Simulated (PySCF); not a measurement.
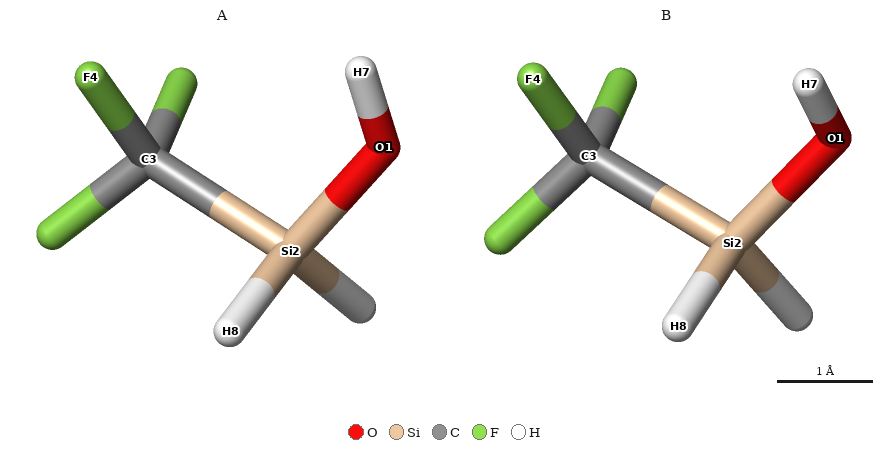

Two geometries of CH3F3OSi, drawn at one scale. One is the start of a relaxation, the other its converged end. Style: stick. Shown at a tilt.

All numbers below come from PBE0-D3(BJ)/def2-SVP geometry optimisation, gas phase (PySCF 2.14.0, density-fitted response routines). 

Question: Which one is relaxed?

Answer: Structure B is the relaxed one. The start comes from GFN2-xTB. Its atoms were then displaced at random by about 0.01 Å. After 10 geometry steps the energy has fallen by 24.5 kJ/mol. The largest move after the best rigid fit is that of an H atom, 0.22 Å. Largest moves by element: H 0.22 Å, O 0.13 Å, Si 0.09 Å, C 0.07 Å, F 0.07 Å. Near-neighbour distances that change, for instance: O–Si 1.582 → 1.656 Å, H–Si 1.448 → 1.482 Å, C–F 1.378 → 1.347 Å, H–Si 1.462 → 1.491 Å. Among the angles between lasting bonds that change: Si–O–H 126.8° → 117.9°, H–Si–H 120.2° → 112.7°, Si–C–F 114.7° → 111.3°. Groups turn about O–Si by about 20°. The run took 70 s on 1 thread of Arm Neoverse N1, on a shared host.
